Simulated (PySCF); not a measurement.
Geometry relaxation, with input and output: SiBr4

The run: geometry relaxation of SiBr4, SMILES Br[Si](Br)(Br)Br. Method and program: PBE0-D3(BJ)/def2-SVP geometry optimisation, gas phase (PySCF 2.14.0).

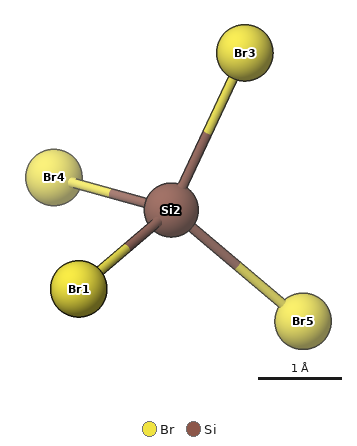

*The structure as given in the input (ball-and-stick view, seen at a tilt; atoms are numbered from 1 in the order of the input).*

Bond lengths as drawn: Br–Si 2.20 to 2.24 Å.

### Results in brief

| quantity | value |
| --- | --- |
| outcome | converged |
| total energy | −10583.669369 hartree |
| dipole moment | 0.01 D |
| point group | Td |
| hardware | 1 CPU thread, shared host |
| wall time | 62 s |
| peak memory | 0.87 GiB |

### Input file
```
{"job": {"xc": "PBE0", "basis": "def2-SVP", "d3": "d3bj", "grid": 1, "maxiter": 30, "shake": 0.01, "kind": "geom"}, "charge": 0, "multiplicity": 1}
Br     0.542760    -1.673120    -1.375450
Si    -0.003920    -0.003770    -0.005430
Br    -0.903060     1.665440    -1.160880
Br     1.858320     0.705460     1.024350
Br    -1.460520    -0.727980     1.479510
```

The first line tells a small driver script what to run in PySCF; the rest is the geometry in Å.

Launched with:
```bash
OMP_NUM_THREADS=1 python <driver script> task.json out
```

### What the program printed
```
step   0  E = -10583.66852783  max force = 0.010333
step   1  E = -10583.66632540  max force = 0.011460
step   2  E = -10583.66877634  max force = 0.005014
step   3  E = -10583.66935485  max force = 0.001812
step   4  E = -10583.66937114  max force = 0.000422
step   5  E = -10583.66936926  max force = 0.000319
optimisation converged
```

### Trajectory as extended XYZ (Å, eV, eV/Å), 6 frames, from step=0 to step=5
```
5
Properties=species:S:1:pos:R:3:forces:R:3 step=0 energy=-287996.28982
Br    0.5428   -1.6731   -1.3755   -0.1103   0.3304   0.2285
Si   -0.0039   -0.0038   -0.0054    0.4254   0.0408  -0.0981
Br   -0.9031    1.6654   -1.1609    0.1420  -0.2577   0.1924
Br    1.8583    0.7055    1.0244   -0.5313  -0.1593  -0.2739
Br   -1.4605   -0.7280    1.4795    0.0742   0.0458  -0.0490
5
Properties=species:S:1:pos:R:3:forces:R:3 step=1 energy=-287996.22989
Br    2.2871    0.1131    0.1974   -0.5893   0.0535   0.0151
Si    0.0675    0.0061    0.0328   -0.0891  -0.2610  -0.4071
Br   -0.5458   -0.9147   -1.8888    0.2835  -0.1706   0.0308
Br   -0.9541    1.9462   -0.0339    0.2210   0.3818   0.2319
Br   -0.8163   -1.1851    1.6587    0.1740  -0.0037   0.1293
5
Properties=species:S:1:pos:R:3:forces:R:3 step=2 energy=-287996.29658
Br    2.2325    0.1206    0.1971   -0.1846   0.0586  -0.0039
Si    0.0366    0.0007    0.0100   -0.1787  -0.1262  -0.2578
Br   -0.5164   -0.9575   -1.9102    0.1550  -0.0258   0.1231
Br   -0.9173    1.9854    0.0009    0.1662   0.0946   0.0970
Br   -0.7971   -1.1837    1.6683    0.0421  -0.0012   0.0417
5
Properties=species:S:1:pos:R:3:forces:R:3 step=3 energy=-287996.31232
Br    2.1891    0.1455    0.1848    0.0932   0.0178   0.0115
Si    0.0063   -0.0077   -0.0060   -0.0651  -0.0252  -0.0203
Br   -0.4905   -0.9880   -1.9157    0.0084  -0.0235   0.0229
Br   -0.8768    2.0073    0.0305   -0.0020   0.0279  -0.0011
Br   -0.7897   -1.1917    1.6725   -0.0345   0.0031  -0.0129
5
Properties=species:S:1:pos:R:3:forces:R:3 step=4 energy=-287996.31277
Br    2.1933    0.1494    0.1828    0.0115   0.0059   0.0086
Si    0.0058   -0.0076   -0.0069   -0.0080   0.0025   0.0010
Br   -0.4908   -0.9936   -1.9128    0.0105  -0.0132   0.0103
Br   -0.8753    2.0102    0.0344    0.0077  -0.0042  -0.0125
Br   -0.7947   -1.1928    1.6686   -0.0217   0.0090  -0.0075
5
Properties=species:S:1:pos:R:3:forces:R:3 step=5 energy=-287996.31272
Br    2.1945    0.1520    0.1810   -0.0054  -0.0010   0.0116
Si    0.0060   -0.0075   -0.0068    0.0065   0.0028   0.0050
Br   -0.4908   -0.9960   -1.9109    0.0108  -0.0113   0.0003
Br   -0.8735    2.0105    0.0363    0.0028   0.0000  -0.0164
Br   -0.7978   -1.1934    1.6665   -0.0146   0.0095  -0.0005
```

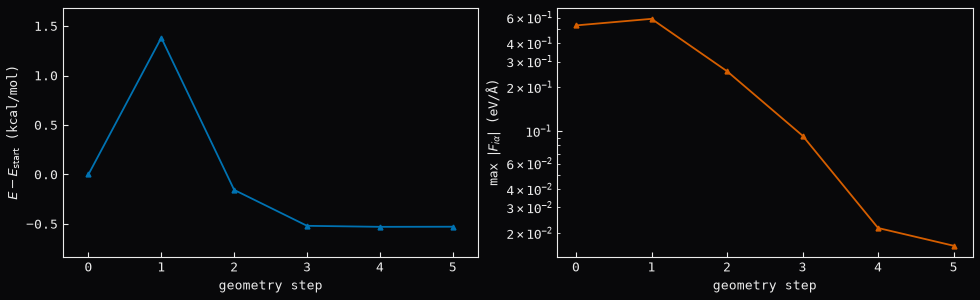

*Progress of the relaxation, step by step (steps are counted from 0).*

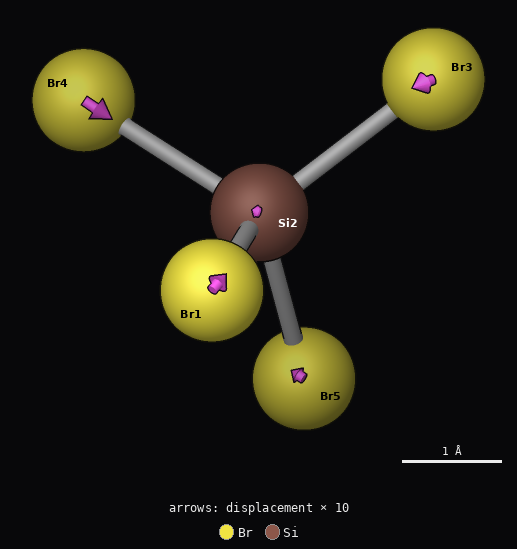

*The starting structure with the displacements as pink arrows, magnified 10 times (ball-and-stick view, seen at a tilt). The two geometries are laid on each other by the best rigid fit.*

The energy falls by 0.53 kcal/mol in 5 geometry steps. Largest force component: 0.53 eV/Å at the start, 0.016 eV/Å at the end. The largest move after the best rigid fit is that of Br4, 0.036 Å. By element the largest moves are Br 0.036 Å, Si 0.010 Å. Among the contacts that change: Si2–Br4 2.243 → 2.202 Å, Br1–Si2 2.228 → 2.202 Å, Si2–Br3 2.220 → 2.202 Å. (Atoms are counted from 1 in the order of the input.)
